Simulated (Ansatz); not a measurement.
```xyz
12

N    -0.7214    1.5962   -0.2206
Si   -0.4875    0.0299    0.2049
N     0.1291    0.4252    1.7042
Si    0.9593   -1.1813   -1.2239
Cl   -2.2870   -0.8744    0.4677
H    -1.0617    2.1219    0.6247
H    -1.5608    1.6735   -0.8331
H     0.4514   -0.4055    2.2155
H     1.0268    0.9645    1.6236
H     2.2119   -0.5237   -1.3447
H     0.2625   -1.3430   -2.5484
H     1.1543   -2.5386   -0.6360
```

Computed with SCF PBE, Gaussian basis in Ansatz.

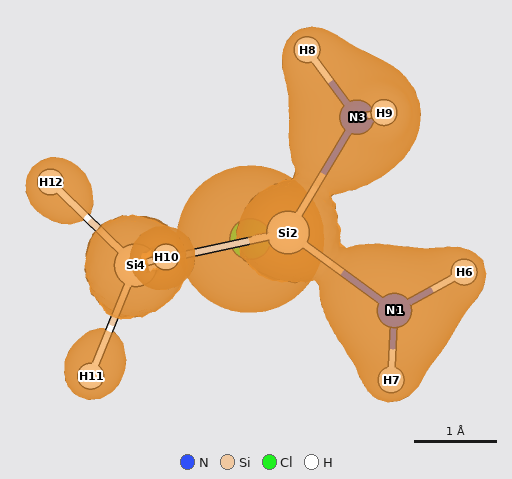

ClH7N2Si2 (SMILES N[Si](N)([SiH3])Cl). Isosurface of the total electron density at 0.8 e/Å³ (orange), seen at a tilt.

**What does this surface tell about the bonding?**

At this value the surface falls into five separate pieces. It bridges the shortest Si–N (1.64 Å) and N–H (1.03 Å) contacts, where the density stays above the isovalue. It is pinched off along the shortest Si–Cl (2.03 Å) and Si–Si (2.37 Å) contacts. On the grid the lowest density along these lines, outside the cores, is 1.1 e/Å³ (Si–N, 1.64 Å), 0.63 e/Å³ (Si–Cl, 2.03 Å), 0.61 e/Å³ (Si–Si, 2.37 Å) and 2.1 e/Å³ (N–H, 1.03 Å).
